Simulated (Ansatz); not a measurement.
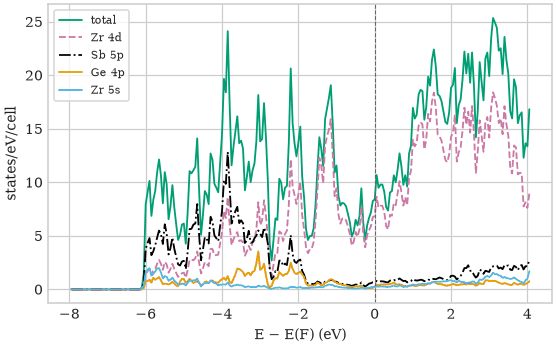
Fig. 1. Total and projected density of states of Zr5GeSb3 in space group P6_3/mcm (No. 193; Zr on 4d, Zr on 6g, Ge on 2b, Sb on 6g), r²SCAN (plane waves, PAW; program Ansatz)

Problem. Which orbitals carry the states next to the Fermi level?

Solution. Within 0.5 eV of the Fermi level: Zr 4d 80 %, Sb 5p 8 %. Projections are on Löwdin-orthogonalised atomic valence shells; empty p or d shells of many metals are not among them.

Problem. Where is the tallest occupied peak in this window, and what makes it?

Solution. Near -3.8 eV, about 24 states/eV per cell; the largest projected share is Sb 5p.

The first step of the workflow began from a Materials Project structure, measured or hypothetical; the Crystallography Open Database copy checked does not list it. Whether it is the stable phase at ambient conditions was not checked. The r²SCAN relaxation kept the symmetry of its start; its stability against distortions is not shown here. No spin polarisation was allowed. Spin–orbit coupling is left out wherever it is not named.

Potentials: the later of the program's two PAW sets.
